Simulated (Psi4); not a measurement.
**GeH3S (SMILES [SH][GeH2]): a chain of runs**

Wanted: a geometry optimisation (doublet GeH3S, UM06-2X/def2-TZVP), then a single-point energy (singlet GeH3S+, M06-2X/def2-TZVP), then a geometry optimisation (singlet GeH3S+, M06-2X/def2-TZVP), then the energy (doublet GeH3S, UM06-2X/def2-TZVP) of GeH3S. 

Program for the calculation: Psi4 1.11.

### 1 The structure to begin with

GeH3S has 5 atoms, charge 0, and is taken as a doublet. SMILES: `[SH][GeH2]`. The shape is that of a PBE0-D4/def2-TZVP optimisation. This is one conformer, not always the lowest. The run starts from this shape.

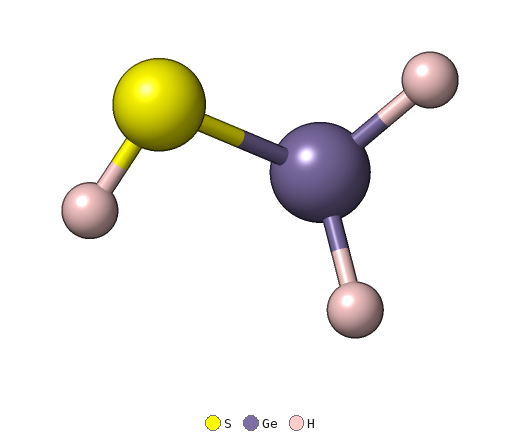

The structure, seen from a chosen angle (sulfur yellow, germanium purple, hydrogen pink).

### 2 A geometry optimisation at UM06-2X/def2-TZVP (density fitting) (run 1)

Input file input.dat:

```
memory 1600 mb

molecule molecule1 {
  0 2
  S
  Ge 1 R2
  H 1 R3 2 A3
  H 2 R4 1 A4 3 D4
  H 2 R5 4 A5 3 D5

  R2 = 2.220144
  R3 = 1.342997
  A3 = 94.43897
  R4 = 1.550138
  A4 = 109.45543
  D4 = -47.19354
  R5 = 1.545471
  A5 = 110.78333
  D5 = 136.36621
  units angstrom
}

set basis def2-TZVP
set reference uks

result, w = optimize('m06-2x', return_wfn=True)
```

Command:

```bash
$ psi4 -i input.dat -o output.dat -n 1
```

output.dat:

```text
[...]
  Running in c1 symmetry.
[...]
  Nuclear repulsion =  162.595039815992408
[...]
  Multiplicity = 2
[...]
  Nalpha       = 26
  Nbeta        = 25
[...]
    Number of basis functions: 103
[...]
   @DF-UKS iter   1: -2475.27122768994514   -2.00965e+00   2.96957e-02 ADIIS/DIIS
[...]
   @DF-UKS iter   8: -2476.96968804041308   -6.82121e-12   9.86210e-09 DIIS
[...]
   @S^2 Observed:                7.532776685E-01
[...]
  @DF-UKS Final Energy: -2476.96968804041308
   => Energetics <=
    Nuclear Repulsion Energy =            161.7956134524737877
    One-Electron Energy =               -3769.4760850092034161
    Two-Electron Energy =                1180.6786088476510486
    DFT Exchange-Correlation Energy =     -49.9678253313346161
    Empirical Dispersion Energy =           0.0000000000000000
    VV10 Nonlocal Energy =                  0.0000000000000000
    Total Energy =                      -2476.9696880404130752
[...]
 Multipole Moments:
 ------------------------------------------------------------------------------------
     Multipole            Electronic (a.u.)      Nuclear  (a.u.)        Total (a.u.)
 ------------------------------------------------------------------------------------
 L = 1.  Multiply by 2.5417464519 to convert [e a0] to [Debye]
 Dipole X            :         -1.4451161            1.4203267           -0.0247894
 Dipole Y            :         -0.5100881            0.8271264            0.3170383
 Dipole Z            :          6.1339930           -5.7705481            0.3634450
 Magnitude           :                                                    0.4829286
[...]
  -Total Gradient:
     Atom            X                  Y                   Z
    ------   -----------------  -----------------  -----------------
       1        0.000073757290    -0.000188913837    -0.000016548149
       2        0.000159763497    -0.000177853589    -0.000094325665
       3        0.000042706813    -0.000407396403    -0.000160304865
       4        0.000214742644    -0.000116492965    -0.000201646340
       5        0.000245642705    -0.000088347697     0.000022633192
[...]
    Final optimized geometry and variables:
    Molecular point group: c1
    Full point group: C1
    Geometry (in Angstrom), charge = 0, multiplicity = 2:
    S
    GE            1          R2
    H             1          R3      2          A3
    H             2          R4      1          A4      3          D4
    H             2          R5      4          A5      3          D5
    A3        =   94.6307704822
    A4        =  109.3422281284
    A5        =  110.7637047848
    D4        =  -49.0791760060
    D5        =  136.9618531634
[...]
```

The script printed:

```text
Optimizer: Optimization complete!
```

Wall time 53 s (1 thread of Intel Xeon Platinum 8375C at 2.90GHz (Ice Lake), shared host); peak memory 0.95 GiB.

Steps, from the record of the run:

```tsv
step	energy from the first frame kept (eV)	largest force (eV/Å)
0	0.0000	0.2526
1	-0.0021	0.0438
2	-0.0022	0.0226
```

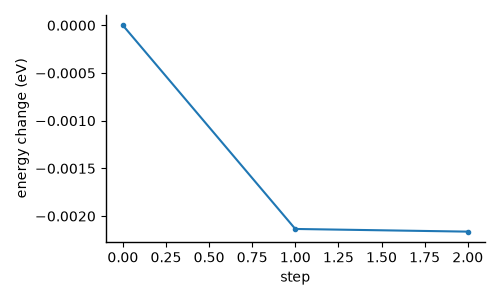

Energy along the run.

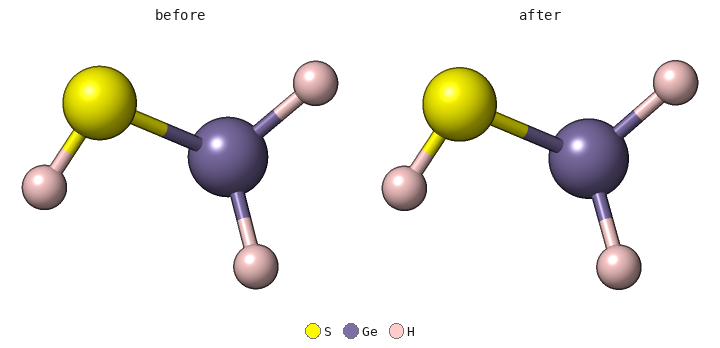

Before and after, at one scale.

After the run. Bond lengths: S1–Ge2 2.233 Å, S1–H3 1.338 Å, Ge2–H4 1.554 Å, Ge2–H5 1.550 Å. Angles: S1–Ge2–H4 109.3°, S1–Ge2–H5 104.8°, Ge2–S1–H3 94.6°, H4–Ge2–H5 110.8°.

### 3 The singlet cation: a single-point energy at M06-2X/def2-TZVP (density fitting) (run 2)

Input file calc.inp:

```
memory 1600 MB

molecule system {
  1 1
  S      1.144469    -0.809589     0.662027
  Ge    -0.392540     0.681554     0.028958
  H      0.258841    -1.784265     0.897431
  H     -1.339216     0.031952    -1.018192
  H      0.417844     1.839806    -0.606773
}

set basis def2-TZVP

energy('m06-2x')
```

Command:

```bash
$ psi4 -i calc.inp -o calc.out -n 1
```

calc.out:

```text
[...]
  Running in c1 symmetry.
[...]
  Nuclear repulsion =  161.795581895985208
[...]
  Multiplicity = 1
[...]
  Nalpha       = 25
  Nbeta        = 25
[...]
    Number of basis functions: 103
[...]
   @DF-RKS iter   1: -2475.00751453089197   -1.76248e+00   2.93847e-02 ADIIS/DIIS
[...]
   @DF-RKS iter  10: -2476.66365777437022   -1.45876e-07   6.03923e-07 DIIS
[...]
    Orbital Energies [Eh]
    ---------------------
    Doubly Occupied:
       1A   -401.314811     2A    -90.154367     3A    -50.826778
       4A    -45.351115     5A    -45.348345     6A    -45.347618
       7A     -8.511644     8A     -6.791062     9A     -6.430077
      10A     -6.428977    11A     -6.426643    12A     -4.959566
      13A     -4.951345    14A     -4.949139    15A     -1.695919
      16A     -1.694559    17A     -1.691907    18A     -1.684869
      19A     -1.684132    20A     -1.050082    21A     -0.835594
      22A     -0.698168    23A     -0.637820    24A     -0.610894
      25A     -0.556343
[...]
  @DF-RKS Final Energy: -2476.66365777437022
   => Energetics <=
    Nuclear Repulsion Energy =            161.7955818959852081
    One-Electron Energy =               -3756.1734071166620197
    Two-Electron Energy =                1167.5349441666680832
    DFT Exchange-Correlation Energy =     -49.8207767203616143
    Empirical Dispersion Energy =           0.0000000000000000
    VV10 Nonlocal Energy =                  0.0000000000000000
    Total Energy =                      -2476.6636577743702219
[...]
 Multipole Moments:
 ------------------------------------------------------------------------------------
     Multipole            Electronic (a.u.)      Nuclear  (a.u.)        Total (a.u.)
 ------------------------------------------------------------------------------------
 L = 1.  Multiply by 2.5417464519 to convert [e a0] to [Debye]
 Dipole X            :         -4.1728396            3.5032303           -0.6696093
 Dipole Y            :          4.9095510           -4.8531419            0.0564091
 Dipole Z            :         -0.3962472            0.4184712            0.0222240
 Magnitude           :                                                    0.6723485
[...]
```

Wall time 11 s (1 thread of Intel Xeon Platinum 8375C at 2.90GHz (Ice Lake), shared host); peak memory 0.93 GiB.

### 4 The singlet cation: a structure relaxation at M06-2X/def2-TZVP (density fitting) (run 3)

Input file input.inp:

```
memory 1.6 GB

molecule m {
  1 1
  S      1.144469    -0.809589     0.662027
  Ge    -0.392540     0.681554     0.028958
  H      0.258841    -1.784265     0.897431
  H     -1.339216     0.031952    -1.018192
  H      0.417844     1.839806    -0.606773
  symmetry c1
}

set {
  basis def2-TZVP
}

energy_value, wavefunction = optimize("m06-2x", return_wfn=True)
```

Command:

```bash
$ psi4 input.inp input.out -n 1
```

input.out:

```text
[...]
  Running in c1 symmetry.
[...]
  Nuclear repulsion =  161.795581895985208
[...]
  Multiplicity = 1
[...]
  Nalpha       = 25
  Nbeta        = 25
[...]
    Number of basis functions: 103
[...]
   @DF-RKS iter   1: -2475.00751453089197   -1.76248e+00   2.93847e-02 DIIS/ADIIS
[...]
   @DF-RKS iter   7: -2476.69915209770897    0.00000e+00   5.68524e-09 DIIS
[...]
  @DF-RKS Final Energy: -2476.69915209770897
   => Energetics <=
    Nuclear Repulsion Energy =            169.0629042482773343
    One-Electron Energy =               -3770.6812702340153010
    Two-Electron Energy =                1174.7612229828100681
    DFT Exchange-Correlation Energy =     -49.8420090947806145
    Empirical Dispersion Energy =           0.0000000000000000
    VV10 Nonlocal Energy =                  0.0000000000000000
    Total Energy =                      -2476.6991520977085202
[...]
 Multipole Moments:
 ------------------------------------------------------------------------------------
     Multipole            Electronic (a.u.)      Nuclear  (a.u.)        Total (a.u.)
 ------------------------------------------------------------------------------------
 L = 1.  Multiply by 2.5417464519 to convert [e a0] to [Debye]
 Dipole X            :         -2.4833304            1.9713324           -0.5119979
 Dipole Y            :          3.8939629           -3.9131503           -0.0191874
 Dipole Z            :         -2.8225115            2.5479063           -0.2746052
 Magnitude           :                                                    0.5813072
[...]
  -Total Gradient:
     Atom            X                  Y                   Z
    ------   -----------------  -----------------  -----------------
       1        0.000256297008     0.000061229428     0.000117209726
       2        0.000194652565    -0.000043887208     0.000136276823
       3        0.000330903648     0.000010851589     0.000175874283
       4        0.000203924069    -0.000132873823     0.000157929775
       5        0.000096733114    -0.000027879529     0.000057573096
[...]
    Final optimized geometry and variables:
    Molecular point group: c1
    Full point group: C1
    Geometry (in Angstrom), charge = 1, multiplicity = 1:
    S            0.870368985046    -0.890774395293     0.812161253746
    GE          -0.356220187068     0.388832211727    -0.341463726962
    H            0.028054643119    -1.937007059689     0.739721391789
    H           -1.687198440994    -0.121452659000    -0.883306445046
    H            0.175470223817     1.797469301493    -0.575861802052
    Psi4 run time: 0:01:49.55
[...]
```

Standard output:

```text
Optimizer: Optimization complete!
```

Run time: 1.9 min. Hardware: 1 thread of Intel Xeon Platinum 8375C at 2.90GHz (Ice Lake), shared host; peak memory 0.97 GiB.

Steps, from the record of the run:

```tsv
step	energy from the first frame kept (eV)	largest force (eV/Å)
0	0.0000	3.2614
1	-0.7220	1.5452
2	-0.9483	0.5226
3	-0.9356	0.1954
4	-0.9637	0.1536
5	-0.9658	0.0342
6	-0.9659	0.0232
7	-0.9659	0.0193
```

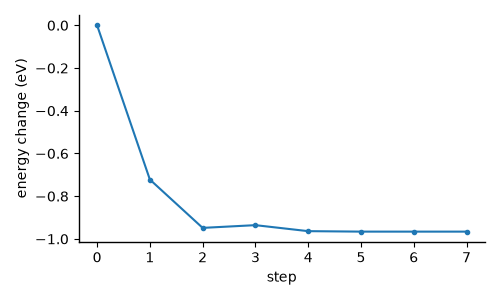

Energy along the run.

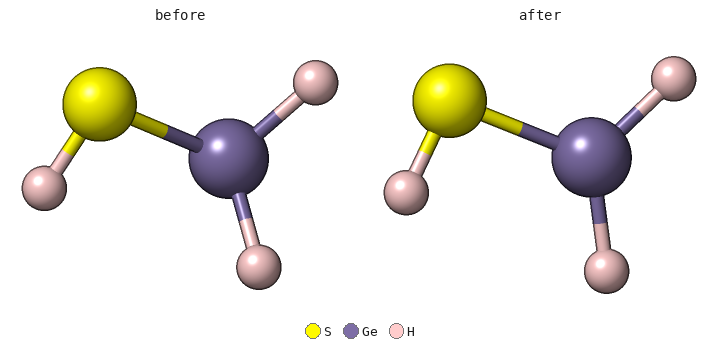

Before and after, at one scale.

After the run. Bond lengths: S1–Ge2 2.115 Å, S1–H3 1.345 Å, Ge2–H4 1.525 Å, Ge2–H5 1.524 Å. Angles: S1–Ge2–H4 119.8°, S1–Ge2–H5 116.2°, Ge2–S1–H3 94.5°, H4–Ge2–H5 124.0°.

### 5 The energy at UM06-2X/def2-TZVP (density fitting) (run 4)

Input file input.in:

```
memory 1600 mb

molecule {
  0 2
  S
  Ge 1 r2
  H 1 r3 2 a3
  H 2 r4 1 a4 3 d4
  H 2 r5 4 a5 3 d5

  r2 = 2.114891
  r3 = 1.345118
  a3 = 94.47627
  r4 = 1.524954
  a4 = 119.83858
  d4 = -0.00088
  r5 = 1.523777
  a5 = 124.00228
  d5 = 179.98628
  units angstrom
  symmetry c1
}

set reference uks

energy('m06-2x/def2-TZVP')
print_variables()
```

Command:

```bash
$ psi4 -i input.in -o input.out -n 1
```

input.out:

```text
[...]
  Running in c1 symmetry.
[...]
  Nuclear repulsion =  169.062923233381582
[...]
  Multiplicity = 2
[...]
  Nalpha       = 26
  Nbeta        = 25
[...]
    Number of basis functions: 103
[...]
   @DF-UKS iter   1: -2475.30065485546902   -1.89349e+00   2.95838e-02 ADIIS/DIIS
[...]
   @DF-UKS iter  10: -2476.94918993157717   -3.39842e-08   4.14688e-07 DIIS
[...]
   @S^2 Observed:                7.569448249E-01
[...]
    Orbital Energies [Eh]
    ---------------------
    Alpha Occupied:
       1A   -401.029001     2A    -89.910132     3A    -50.543353
       4A    -45.067777     5A    -45.065138     6A    -45.064546
       7A     -8.270791     8A     -6.509180     9A     -6.189941
      10A     -6.188318    11A     -6.187194    12A     -4.675592
      13A     -4.672019    14A     -4.669603    15A     -1.411440
      16A     -1.410023    17A     -1.408394    18A     -1.407804
      19A     -1.407256    20A     -0.836381    21A     -0.607155
      22A     -0.487749    23A     -0.418858    24A     -0.393304
      25A     -0.359476    26A     -0.203621
    Alpha Virtual:
[...]
  @DF-UKS Final Energy: -2476.94918993157717
   => Energetics <=
    Nuclear Repulsion Energy =            169.0629232333815821
    One-Electron Energy =               -3783.9190879898569619
    Two-Electron Energy =                1187.8844389596349629
    DFT Exchange-Correlation Energy =     -49.9774641347371471
    Empirical Dispersion Energy =           0.0000000000000000
    VV10 Nonlocal Energy =                  0.0000000000000000
    Total Energy =                      -2476.9491899315776209
[...]
 Multipole Moments:
 ------------------------------------------------------------------------------------
     Multipole            Electronic (a.u.)      Nuclear  (a.u.)        Total (a.u.)
 ------------------------------------------------------------------------------------
 L = 1.  Multiply by 2.5417464519 to convert [e a0] to [Debye]
 Dipole X            :         -0.0002265            0.0003112            0.0000847
 Dipole Y            :         -0.9699037            1.2934387            0.3235350
 Dipole Z            :          5.0476968           -4.9007895            0.1469073
 Magnitude           :                                                    0.3553262
[...]
```

Run time: 20 s. Hardware: 1 thread of Intel Xeon Platinum 8375C at 2.90GHz (Ice Lake), shared host; peak memory 0.94 GiB.

### 6 Results

| quantity | value |
| --- | --- |
| run 1, UM06-2X/def2-TZVP: total energy at the end | -2476.96969 Eh |
| run 1, UM06-2X/def2-TZVP: dipole moment | 1.23 D |
| run 1, UM06-2X/def2-TZVP: HOMO energy (highest over α and β) | -7.06 eV |
| run 1, UM06-2X/def2-TZVP: LUMO energy (lowest over α and β) | -2.33 eV |
| run 1, UM06-2X/def2-TZVP: ⟨S²⟩ | 0.753 |
| singlet cation, run 2: total energy | -2476.66366 Eh |
| singlet cation, run 2: HOMO energy | -15.14 eV |
| singlet cation, run 2: LUMO energy | -9.46 eV |
| singlet cation, run 2: HOMO–LUMO gap | 5.68 eV |
| singlet cation, run 3: total energy at the end | -2476.69915 Eh |
| singlet cation, run 3: HOMO energy | -15.51 eV |
| singlet cation, run 3: LUMO energy | -7.94 eV |
| singlet cation, run 3: HOMO–LUMO gap | 7.58 eV |
| run 4, UM06-2X/def2-TZVP: total energy | -2476.94919 Eh |
| run 4, UM06-2X/def2-TZVP: dipole moment | 0.90 D |
| run 4, UM06-2X/def2-TZVP: HOMO energy (highest over α and β) | -5.54 eV |
| run 4, UM06-2X/def2-TZVP: LUMO energy (lowest over α and β) | -1.15 eV |
| run 4, UM06-2X/def2-TZVP: ⟨S²⟩ | 0.757 |
| adiabatic ionisation energy (to the singlet cation, no zero-point term) | 7.362 eV |

What this shows: The adiabatic ionisation energy (to the singlet cation, no zero-point term) is 7.36 eV (710 kJ/mol). The optimisation (run 1, UM06-2X/def2-TZVP) took 3 steps and changed the energy by -0.002 eV. The optimisation (singlet cation, run 3) took 8 steps and changed the energy by -0.966 eV.
